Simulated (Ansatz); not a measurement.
# A ladder of methods for C2H4F2 (1,2-difluoroethane)

The species is C2H4F2 (8 atoms), meant as a singlet with charge 0. As SMILES, `FCCF`. The shape is that of a PBE0-D4/def2-TZVP optimisation. This is one conformer, not always the lowest.

```csv
atom,x (Å),y (Å),z (Å)
F,-1.3124,0.7756,0.8740
C,-0.1158,0.7161,0.1932
C,0.2179,-0.6961,-0.1774
F,-0.6181,-1.1533,-1.1728
H,-0.2012,1.3378,-0.7028
H,0.6703,1.1180,0.8419
H,1.2489,-0.7425,-0.5448
H,0.1104,-1.3556,0.6888
```

Quantity: the vertical ionisation energy (to the doublet cation), in eV. The values are calculated.

```tsv
level	kind	program	value (eV)	CPU time (all runs)
HF/def2-SVPD	Hartree–Fock	Ansatz	12.63	14 s
SVWN5/def2-SVPD	LDA	Ansatz	11.85	6.2 s
revPBE/def2-SVPD	GGA	Ansatz	11.60	9.8 s
r2SCAN/def2-SVPD	meta-GGA	Ansatz	11.91	17 s
PBE0/def2-SVPD	global hybrid	Ansatz	12.25	13 s
MP2/def2-SVPD	perturbation theory	Ansatz	13.79	16 s
CCSD(T)/def2-SVPD	coupled cluster or CI	Ansatz	12.70	2.4 min
CCSD/def2-SVPD	coupled cluster or CI	Ansatz	12.84	1.9 min
```

The values span 11.60 to 13.79 eV. The coupled-cluster rows rest on a doubtful reference here (large T1 or Brueckner and Hartree–Fock orbitals at odds), and rows may lie in different states. CPU times are rough (shared hosts, several kinds of processor): they show what a rung costs within a factor of a few.

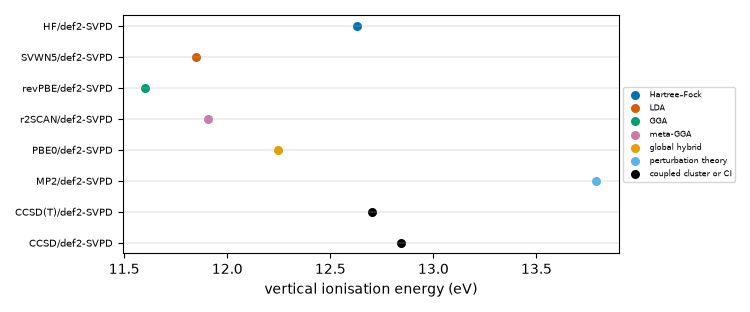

The values of the table, level by level.
